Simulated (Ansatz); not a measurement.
# Re-Ti stack of (100) layers: lattice stability ahead of a resistivity run, part 2 of 3

Question: is the lattice of Re-Ti stack of (100) layers stable, and if so, what are its coupling constant and resistivity?

Ansatz 0.2.0; DFT PBEsol, scalar-relativistic, plane waves, PAW; PAW set soft_1.

So far: Starting point; Rough relaxation.

### 3. Relaxation

The structure is brought to rest under this functional.

The input, input.yaml:

```yaml
crystal:
  lattice:
    - [2.7958378058, 0.0, 0.0]
    - [0.0, 2.7958378058, 0.0]
    - [0.0, 0.0, 27.9332573082]
  atoms:
    - { symbol: Re, position: [0.0, 0.0, 0.2053042936] }
    - { symbol: Ti, position: [0.5, 0.5, 0.2624760965] }
  periodic: [true, true, false]
kpoints:
  mp_grid: { grid: [10, 10, 1] }
hamiltonian:
  xc: pbesol
  pseudopotentials: { kind: paw, azcp: { folder: soft_1 }, xc_functional: pbe }
scf:
  occupations: { method: gaussian, width: 0.1 }
output:
  forces: true
  stress: true
  eigenvalues: true
relax:
  adjacent_minimum: "off"
  f_tol: 0.005
  max_steps: 80
  cell: { stress_2d_tol: 0.02 }
```

Launch:

```bash
ansatz run input.yaml --threads 4 --pin off --max-ram 12288MiB --backend cpu --events-out ev --progress --plain --runs-dir out
```

Numbers of over 12 decimals in the logs are rounded to 6 here.

The program printed:

```text
[the first part of the log is left out]
  E_xc         = -467.764819
  E_vxc        = -432.781399  (∫ρ·V_xc dr)
  E_paw        = -9595.068676  (= ΣΔE_a)
  E_vpaw       = -330.022629  (= ΣTr[D̂ρ^β])
  E_aug_tail   = -0.000026  (compensation charges beyond the density's cutoff)
  E_ewald      = 26377.648642
  E_core_change = 0.372711  (= ΣΔE_core)
  E_smearing   = -0.017564  (= −TS)
  E_closure    = -0.000000  (closes the sum)
  Σ components = -13209.921059   (vs F -13209.921059, Δ=0.00e0)
--- Forces (eV/Å), atoms counted from 1 ---
[...]
--- 2D stress c σ (N/m, compression-positive) ---
       -0.007368       0.000000       0.000000
        0.000000      -0.007368       0.000000
        0.000000       0.000000      -0.000000
  P = ½ c Tr σ = -0.0074 N/m
--- Band table (eV; the first three rows and the last of 21) ---
[...]
--- Relaxed structure (7 steps of the walk, 7 accepted, 1 SCFs on fresh bases) ---
[...]
cell:  # Å, volume = 178.5868 Å³
    - [2.528505, 0.0, 0]
    - [0.0, 2.528505, 0.0]
    - [0, 0.0, 27.9332573082]
  atoms:
    - { symbol: Re, position: [0, 0.0, 0.195040] }
    - { symbol: Ti, position: [0.5, 0.5, 0.272740] }
```

It took 25 s on 4 threads of Arm Neoverse V1, shared host; peak memory 0.51 GiB.

The steps of the relaxation:

| step | energy less that of the first step (eV) | largest force component (eV/Å) | volume (Å³) |
| --- | --- | --- | --- |
| 1 | 0.0000 | 0.2168 | 218.35 |
| 2 | -0.0078 | 0.1169 | 216.31 |
| 3 | -0.1981 | 0.6684 | 195.78 |
| 4 | -0.3802 | 0.0140 | 175.97 |
| 5 | -0.3816 | 0.1569 | 180.23 |
| 6 | -0.3840 | 0.1268 | 179.01 |
| 7 | -0.3853 | 0.0045 | 178.59 |
| 8 | -0.3832 | 0.0041 | 178.59 |

The log counts 1 steps on a newly chosen plane-wave basis, not all of them marked here; energy and pressure can jump at such steps.

| cell as run | before | after | change |
| --- | --- | --- | --- |
| a (Å) | 2.796 | 2.529 | -9.6 % |
| b (Å) | 2.796 | 2.529 | -9.6 % |

The atoms that moved most (Å, along periodic axes as changes of fractional coordinates times the final cell, across vacuum about the mean position):

| atom | dx | dy | dz | length |
| --- | --- | --- | --- | --- |
| Re1 | 0.000 | 0.000 | -0.287 | 0.287 |
| Ti2 | 0.000 | 0.000 | 0.287 | 0.287 |

The relaxed structure:

```cif
data_structure
_symmetry_space_group_name_H-M 'P 1'
_symmetry_Int_Tables_number 1
_cell_length_a 2.5285
_cell_length_b 2.5285
_cell_length_c 27.9333
_cell_angle_alpha 90.000
_cell_angle_beta 90.000
_cell_angle_gamma 90.000
_cell_volume 178.59
loop_
_atom_site_label
_atom_site_type_symbol
_atom_site_fract_x
_atom_site_fract_y
_atom_site_fract_z
_atom_site_occupancy
Re1 Re 0.00000 0.00000 0.19504 1
Ti2 Ti 0.50000 0.50000 0.27274 1
```

The relaxation ends with a largest force component of 0.0041 eV/Å.

### 4. Tight relaxation

Phonons are second derivatives about the minimum, so the remaining forces must be small: the thresholds are tightened.

input.yaml, the sections that differ from step 3:

```yaml
crystal:
  lattice:
    - [2.5285051872, 0.0, 0.0]
    - [0.0, 2.5285051872, 0.0]
    - [0.0, 0.0, 27.9332573082]
  atoms:
    - { symbol: Re, position: [0.0, 0.0, 0.1950399195] }
    - { symbol: Ti, position: [0.5, 0.5, 0.2727404706] }
  periodic: [true, true, false]
kpoints:
  mp_grid: { grid: [12, 12, 1] }
scf:
  occupations: { method: methfessel_paxton, width: 0.2 }
relax:
  adjacent_minimum: "off"
  f_tol: 0.001
  max_steps: 60
  cell: { stress_2d_tol: 0.002 }
# hamiltonian, output: as in step 3
```

The program printed:

```text
[the first part of the log is left out]
  E_xc         = -467.783776
  E_vxc        = -432.806746  (∫ρ·V_xc dr)
  E_paw        = -9595.026825  (= ΣΔE_a)
  E_vpaw       = -329.943012  (= ΣTr[D̂ρ^β])
  E_aug_tail   = -0.000026  (compensation charges beyond the density's cutoff)
  E_ewald      = 26366.756065
  E_core_change = 0.372711  (= ΣΔE_core)
  E_smearing   = -0.008945  (= −TS)
  E_closure    = -0.000000  (closes the sum)
  Σ components = -13209.942342   (vs F -13209.942342, Δ=0.00e0)
--- Forces (eV/Å), atoms counted from 1 ---
[...]
0.001609      -0.000000      -0.000000
       -0.000000       0.001609       0.000000
       -0.000000       0.000000       0.000000
  P = ½ c Tr σ = 0.0016 N/m
--- Band table (eV; the first three rows and the last of 28) ---
[...]
--- Relaxed structure (4 steps of the walk, 3 accepted, 1 SCFs on fresh bases) ---
[...]
cell:  # Å, volume = 178.7242 Å³
    - [2.529478, 0, 0]
    - [0, 2.529478, 0]
    - [0, 0, 27.9332573082]
  atoms:
    - { symbol: Re, position: [1.689655748717259e-19, 0, 0.195119] }
    - { symbol: Ti, position: [0.500000, 0.500000, 0.272662] }
```

Elapsed: 21 s, on 4 threads; peak memory 0.48 GiB.

Little changed from the start: no atom moved by 0.005 Å and no cell edge by 0.1 %.

### 5. Lattice stability: q 2×2×1, k 6×6×1

Before any scattering is computed, the phonons show whether the structure is a minimum.

input.yaml, the sections that differ from step 4:

```yaml
crystal:
  lattice:
    - [2.5294780934, 0.0, 0.0]
    - [0.0, 2.5294780934, 0.0]
    - [0.0, 0.0, 27.9332573082]
  atoms:
    - { symbol: Re, position: [0.0, 0.0, 0.1951186408] }
    - { symbol: Ti, position: [0.5, 0.5, 0.2726617493] }
  periodic: [true, true, false]
kpoints:
  mp_grid: { grid: [6, 6, 1] }
output:
  eigenvalues: true
phonons:
  method: dfpt
  qmesh: [2, 2, 1]
  temperatures: { t_max: 1000, t_step: 50 }
  qpath:
    path: [[0.0, 0.0, 0.0], [0.0, 0.5, 0.0], [0.5, 0.5, 0.0], [0.0, 0.0, 0.0]]
    npoints: 10
# hamiltonian, scf: as in step 4
# relax: removed
```

The program printed:

```text
[...]
Crystal: 2 atoms, lattice volume = 178.724 Å³
Basis set: ecut = 420 eV, 3477 PW (Γ), exchange–correlation on 36×36×384 points (8 copies of the dense FFT grid, shifted against one another)
Bands: 18, of which v1, the nominal top of the filled ones, is band 14 counted from 1 (13 counted from 0)
Symmetry: 8 space group operations
k-points: 10 of 36
[...]
SCF iter   1: F=—  HF=-13211.936424 eV  |F-HF|=—  |Δ(HF+E_count)|=         —  Δρ=4.64e-2  dr2=2.67e1  ethr=3.10e-3  ⟨swp⟩=12.5  Hψ=1636  notcnv=0
[...]
SCF iter   2: F=—  HF=-13215.017401 eV  |F-HF|=—  |Δ(HF+E_count)|=    3.08e0  S|Δr|=    0.00e0  Δρ=6.34e-2  dr2=1.42e2  ethr=3.10e-3  ⟨swp⟩=11.2  Hψ=2323  notcnv=0  recentre
automatic band count: the SCF goes on with 22 bands, as 18 were too few: they end inside the smearing window of the response
SCF iter   3: F=—  HF=-13210.230577 eV  |F-HF|=—  |Δ(HF+E_count)|=    4.79e0  S|Δr|=    0.00e0  Δρ=1.84e-2  dr2=4.24e0  ethr=3.10e-3  ⟨swp⟩=5.7  Hψ=852  notcnv=0  defer=20
[...]
SCF iter  18: F=-13209.848413 eV  HF=-13209.848413 eV  |F-HF|=9.64e-11  |Δ(HF+E_count)|=  5.31e-10  S|Δr|=    0.00e0  Δρ=2.89e-8  dr2=1.95e-12  ethr=1.00e-12  ⟨swp⟩=28.0  Hψ=2445  notcnv=0
SCF 1 converged in 18 iterations: F = -13209.848413 eV  dr2 = 1.95e-12
[...]
phonons: the bands overlap, so this run is a metal and interpolates without the dipole-dipole term. If the crystal is really an insulator or semiconductor, its LO-TO splitting is missing
NSCF: frozen V_eff on 10 k-points
[...]
DFPT response loops at q = (0, 0, 0) (fractional): preconditioner auto → none (partly filled bands, converged f_vac=0.754); β = 0.50; Broyden in place of MSR1
[...]
SCF converged after 18 iterations
Stability not checked: this state was not tested for a lower state beside it, because cold or Methfessel-Paxton smearing, or corrected tetrahedra, fill the levels in a way that the test cannot read (fill_not_monotonic; see scf.lower_state_search)
Free energy (F): -13209.848413 eV
[...]
Internal energy: -13209.845163 eV  (E = F + TS)
E sigma→0 (E₀):  -13209.847600 eV
Entropy (-TS):   -0.003250 eV (-1.625 meV/atom)
Fermi energy:    -4.718090 eV
Step filling:    the computed levels leave a gap of 0.0292 eV = 0.1 smearing widths at the electron count; against every level under it full and every level over it empty, smearing changes F+E_penalty+E_count by +2.837 meV and its σ→0 estimate by +3.650 meV
[...]
--- Band table (eV; the first three rows and the last of 10) ---
  k-point 0: bands = [... 10 lower, -9.6037, -6.4475, -6.2500, -5.0199, -4.3728, -3.6259, -3.6259, -1.2732 (-1.2732°), ... 4 higher]
  k-point 1: bands = [... 10 lower, -8.7840, -6.7574, -5.6907, -5.5710, -4.6231, -3.4695, -3.4064, -2.2930, ... 4 higher]
  k-point 2: bands = [... 10 lower, -7.6043, -6.1916, -5.8300, -4.8599, -4.1525, -3.1610, -3.0642, -2.5798, ... 4 higher]
  k-point 9: bands = [... 10 lower, -8.2857, -8.2313, -3.8897, -3.8897, -3.2519, -2.1352, 0.7367, 1.8753, ... 4 higher]
  ° read free of the cell's end (the report's vacuum.weakly_bound_levels)
--- Phonons (Γ-DFPT): 4 representative perturbations + reference (Σ response iterations 23) ---
  ASR residual: 3.849e-5 → 0.000e0 eV/Å²; symmetrization residual: 8.615e-6 eV/Å²
  ASR residual per site (eV/Å²): 3.85e-5 1.21e-5
  Γ frequencies (cm⁻¹): -17.68 -17.68 0.00 0.00 0.00 214.55
--- Phonons (arbitrary-q DFPT): 3 irreducible q on the 2×2×1 mesh ---
  q = [0.0000, 0.0000, 0.0000] (star 1, of the zone-centre solve; hermiticity 2.67e-6, symmetrization 2.54e-12): -17.68 -17.68 -0.00 -0.00 0.00 214.55
  q = [0.0000, -0.5000, 0.0000] (star 2, 6 solved perturbations on 16 of 36 k-point pairs; hermiticity 5.45e-7, symmetrization 1.48e-9): -138.44 -84.81 33.74 126.38 195.31 335.64
  q = [-0.5000, -0.5000, 0.0000] (star 1, 4 solved perturbations in 52 linear systems a pass and spin channel, the states on 16 of 36 k-point pairs; hermiticity 5.12e-7, symmetrization 3.92e-10): -128.04 -80.32 174.91 174.91 376.41 376.41
  sum rule: each row above includes the acoustic sum rule's correction from the zone centre's row sums; it moved no ω² by more than (0.26 cm⁻¹)²
  mesh force constants: q→R imaginary residual 8.86e-18; ASR residual 3.849e-5 → 0.000e0 eV/Å²; symmetrization residual 1.066e-14 eV/Å²
  interpolated dispersion: 31 rows × 6 modes
  density of states and harmonic sums: on the 24×24×1 q-mesh, interpolated from the force constants of a 2×2×1 supercell (no non-analytic term)
  largest difference from the sums on the solved wave vectors: F 1.83e-1 eV, S 2.73e-4 and C_V 9.10e-5 eV/K
  zero-point energy: 0.046577 eV/cell   skipped modes (ω ≤ 0): 162, of them read as no rigid motion or as one in doubt: 159 (1.701e0 modes/cell left out, lowest -138.44 cm⁻¹)   left out of the sums: 2.84e-1 of the cell's modes: C_V's classical limit lies that fraction below 3 k_B per atom; for a crystal, a wire or a layer, F and S can be off by more, and a phonons.interpolated_qmesh denser along its periods is the remedy for the sampling
```

Elapsed: 32 s, on 4 threads; peak memory 0.7 GiB.

Reading the cycles: dr2 is the Hartree energy of the density residual (eV), the measure of convergence; HF is the Harris–Foulkes estimate of the energy, which meets the free energy F at convergence.

Numbers from this step:

| Quantity | Value |
| --- | --- |
| share of imaginary modes | 0.2895 |
| highest frequency on the path or at a solved wavevector | 376.4 cm⁻¹ |

Solved on the 2×2×1 mesh alone; all other wavevectors are interpolated. The phonon branches at the labelled points (cm⁻¹):

| point | branch 1 | branch 2 | branch 3 | branch 4 | branch 5 | branch 6 |
| --- | --- | --- | --- | --- | --- | --- |
| Γ | -18 | -18 | 0 | 0 | 0 | 215 |
| X | -138 | -85 | 34 | 126 | 195 | 336 |
| M | -128 | -80 | 175 | 175 | 376 | 376 |
| Γ | -18 | -18 | 0 | 0 | 0 | 215 |

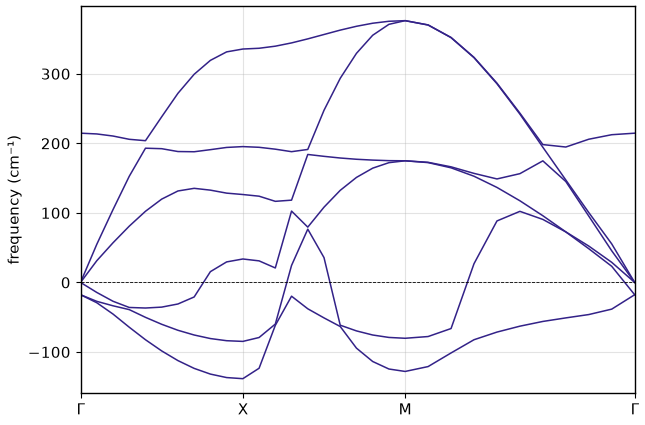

Phonon branches along the path.

Lowest modes at the softest wavevector of the mesh. The modes at q = (0.500, 0.000, 0.000) (shares of kinetic energy by element, %) (negative means imaginary):

| mode | frequency (cm⁻¹) | Re % | Ti % |
| --- | --- | --- | --- |
| 1 | -138.4 | 0 | 100 |
| 2 | -84.8 | 100 | 0 |
| 3 | 33.7 | 99 | 1 |
| 4 | 126.4 | 29 | 71 |
| 5 | 195.3 | 71 | 29 |
| 6 | 335.6 | 1 | 99 |

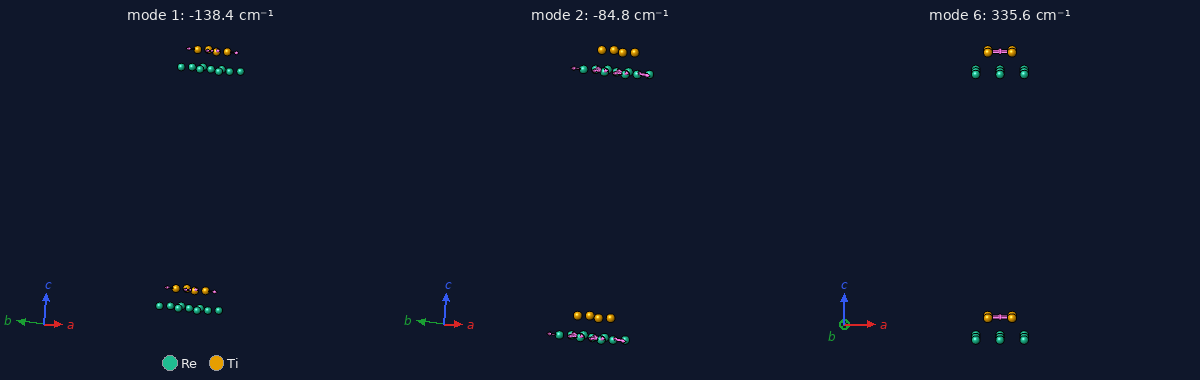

Displacement patterns of modes 1, 2 and 6 at q = (0.500, 0.000, 0.000); arrows are exaggerated. 2×2×2 cells are drawn. Some periodic images of atoms are drawn too.

Among the solved wavevectors the lowest mode, translations apart, is -138 cm⁻¹, imaginary.

### 6. Phonons: q 3×3×1, k 9×9×1

An imaginary mode on so few k-points may come from the sampling, so the phonons are repeated with another q and k mesh.

input.yaml, as its differences from that of step 5:

```diff
@@ -10,3 +10,3 @@
 kpoints:
-  mp_grid: { grid: [6, 6, 1] }
+  mp_grid: { grid: [9, 9, 1] }
 hamiltonian:
@@ -20,3 +20,3 @@
   method: dfpt
-  qmesh: [2, 2, 1]
+  qmesh: [3, 3, 1]
   temperatures: { t_max: 1000, t_step: 50 }
```

The program printed:

```text
[...]
Crystal: 2 atoms, lattice volume = 178.724 Å³
Basis set: ecut = 420 eV, 3477 PW (Γ), exchange–correlation on 36×36×384 points (8 copies of the dense FFT grid, shifted against one another)
Bands: 18, of which v1, the nominal top of the filled ones, is band 14 counted from 1 (13 counted from 0)
Symmetry: 8 space group operations
k-points: 15 of 81
[...]
SCF iter   1: F=—  HF=-13211.965757 eV  |F-HF|=—  |Δ(HF+E_count)|=         —  Δρ=4.03e-2  dr2=1.97e1  ethr=3.10e-3  ⟨swp⟩=12.2  Hψ=2435  notcnv=0
[...]
SCF iter  17: F=-13209.944440 eV  HF=-13209.944440 eV  |F-HF|=1.98e-10  |Δ(HF+E_count)|=  2.91e-10  S|Δr|=    0.00e0  Δρ=2.49e-8  dr2=2.22e-12  ethr=1.00e-12  ⟨swp⟩=27.5  Hψ=3385  notcnv=0
SCF 1 converged in 17 iterations: F = -13209.944440 eV  dr2 = 2.22e-12
[...]
SCF converged after 17 iterations
[...]
Free energy (F): -13209.944440 eV
[...]
Internal energy: -13209.930389 eV  (E = F + TS)
E sigma→0 (E₀):  -13209.940927 eV
Entropy (-TS):   -0.014050 eV (-7.025 meV/atom)
Fermi energy:    -4.711692 eV
[...]
--- Band table (eV; the first three rows and the last of 15) ---
  k-point 0: bands = [... 10 lower, -9.5329, -6.4499, -6.0835, -4.9489, -4.3585, -3.5797, -3.5797, -1.1620 (-1.1620°), ... 4 higher]
  k-point 1: bands = [... 10 lower, -9.1903, -6.4931, -5.8278, -5.1909, -4.7143, -3.5018, -3.4099, -1.6629 (-1.6629°), ... 4 higher]
  k-point 2: bands = [... 10 lower, -7.9399, -7.1796, -5.7433, -5.1752, -4.2494, -3.3619, -3.1920, -2.8004, ... 4 higher]
  k-point 14: bands = [... 10 lower, -8.1444, -7.9738, -4.1261, -3.7513, -3.0670, -2.0234, 0.0112, 0.7133, ... 4 higher]
  ° read free of the cell's end (the report's vacuum.weakly_bound_levels)
[...]
ASR residual: 2.793e-5 → 0.000e0 eV/Å²; symmetrization residual: 4.608e-6 eV/Å²
  ASR residual per site (eV/Å²): 2.33e-5 2.79e-5
  Γ frequencies (cm⁻¹): 0.00 0.00 0.00 46.57 46.57 225.11
--- Phonons (arbitrary-q DFPT): 3 irreducible q on the 3×3×1 mesh ---
[...]
interpolated dispersion: 31 rows × 6 modes
[...]
```

The job ended after 71 s (4 threads; peak memory 1 GiB).

This step gave:

```
share of imaginary modes                                : 0.1134
highest frequency on the path or at a solved wavevector : 321.9 cm⁻¹
```

Solved on the 3×3×1 mesh alone; all other wavevectors are interpolated. Phonon branches along the path, in cm⁻¹:

| point | branch 1 | branch 2 | branch 3 | branch 4 | branch 5 | branch 6 |
| --- | --- | --- | --- | --- | --- | --- |
| Γ | 0 | 0 | 0 | 47 | 47 | 225 |
| X | -109 | -97 | 116 | 169 | 226 | 309 |
| M | 140 | 175 | 192 | 192 | 322 | 322 |
| Γ | 0 | 0 | 0 | 47 | 47 | 225 |

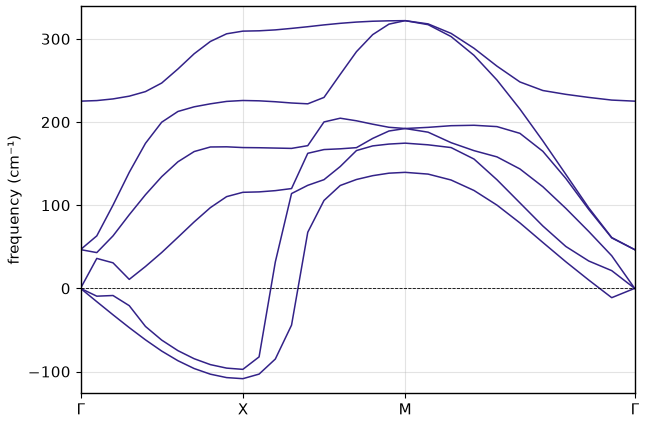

Phonon branches along the path.

Lowest modes at the softest wavevector of the mesh. Modes at q = (-0.333, 0.000, 0.000), with each element's share of the kinetic energy (negative means imaginary):

| mode | frequency (cm⁻¹) | Re % | Ti % |
| --- | --- | --- | --- |
| 1 | -93.5 | 100 | 0 |
| 2 | -81.7 | 0 | 100 |
| 3 | 73.8 | 81 | 19 |
| 4 | 161.1 | 87 | 13 |
| 5 | 216.8 | 24 | 76 |
| 6 | 276.3 | 8 | 92 |

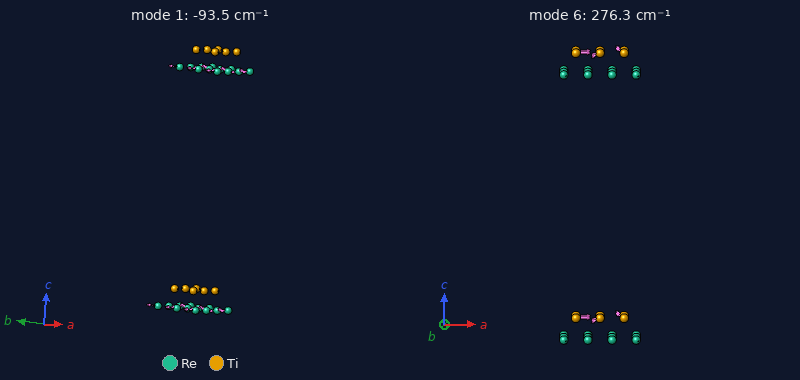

Displacement patterns of modes 1 and 6 at q = (-0.333, 0.000, 0.000); arrows are exaggerated. 3×2×2 cells are drawn. Some periodic images of atoms are drawn too.

The modes has structure finer than the step of the table below, so its rows give means over 25 cm⁻¹, whole bins alone (the curve runs from -118 to 341 cm⁻¹). Peaks (cm⁻¹: height): Re 60.6: 0.0151, 95.3: 0.0155, 115.5: 0.0204, 129.9: 0.0206, 167.4: 0.0296, 196.3: 0.0126, 222.3: 0.0134; Ti -80.8: 0.00535, 132.8: 0.00712, 167.4: 0.0343, 196.3: 0.0194, 222.3: 0.0218, 277.1: 0.0198, 311.8: 0.0231.

Phonopy on the run's constants, 21x21x1 mesh, Gaussian sigma 3.3 cm⁻¹. Table of modes by wavenumber; means over each step; values in 1/cm⁻¹/cell:

| wavenumber (cm⁻¹) | Re | Ti |
| --- | --- | --- |
| -100 | 0.00452 | 0.00112 |
| -75 | 0.00500 | 0.00356 |
| -50 | 0.00495 | 0.00186 |
| -25 | 0.00316 | 9.1e-4 |
| 0 | 0.00337 | 0.00178 |
| 25 | 0.00552 | 0.00290 |
| 50 | 0.00830 | 0.00489 |
| 75 | 0.00939 | 0.00371 |
| 100 | 0.0147 | 0.00539 |
| 125 | 0.0180 | 0.00596 |
| 150 | 0.0122 | 0.00576 |
| 175 | 0.0136 | 0.0144 |
| 200 | 0.00731 | 0.0120 |
| 225 | 0.00742 | 0.0158 |
| 250 | 0.00154 | 0.00990 |
| 275 | 4.4e-4 | 0.00787 |
| 300 | 3.6e-4 | 0.0152 |
| 325 | 9.6e-5 | 0.00695 |

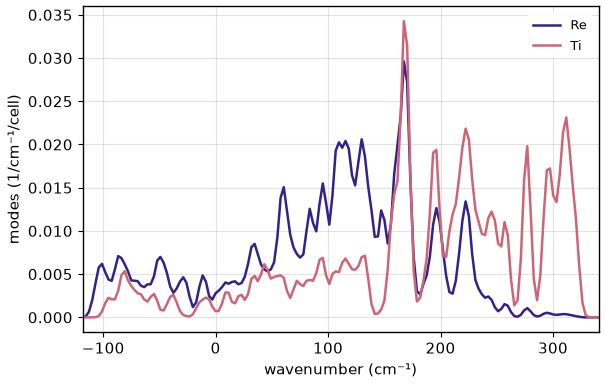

Modes against wavenumber.

No LO-TO term; unit eigenvectors of the mass-weighted matrix. Modes at Γ, with each element's share of the kinetic energy:

| mode | frequency (cm⁻¹) | symmetry | Re % | Ti % |
| --- | --- | --- | --- | --- |
| 1 | 0.0 | unnamed | 80 | 20 |
| 2 | 0.0 | unnamed | 80 | 20 |
| 3 | 0.0 | unnamed | 80 | 20 |
| 4 | 46.6 | E | 20 | 80 |
| 5 | 46.6 | E | 20 | 80 |
| 6 | 225.1 | A1 | 20 | 80 |

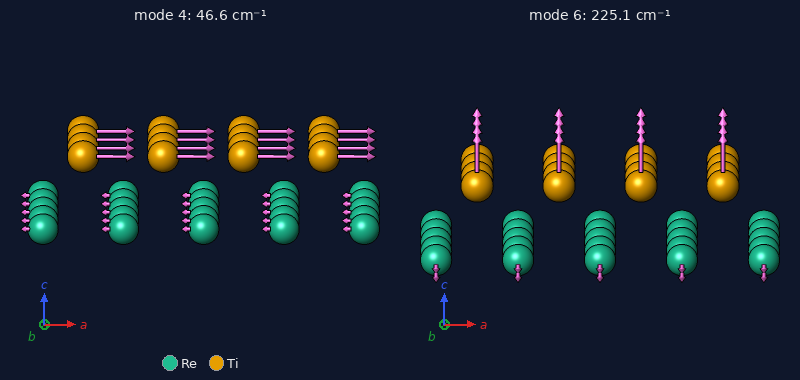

Displacement patterns of modes 4 and 6 at Γ; arrows are exaggerated. 4×4×1 cells are drawn. Some periodic images of atoms are drawn too.

Among the solved wavevectors the lowest mode, translations apart, is -93.5 cm⁻¹, imaginary.

(Continued in part 3 of 3.)

[Logs are printed without paths, hosts, clocks, repeated set-up lines and the standing remarks that a program may print on its own settings, such as how far it seeks lower states.]

[Hosts, paths, dates, database ids (printed as entryN), source tags and the programs' standing remarks are cut or masked in the printed files.]
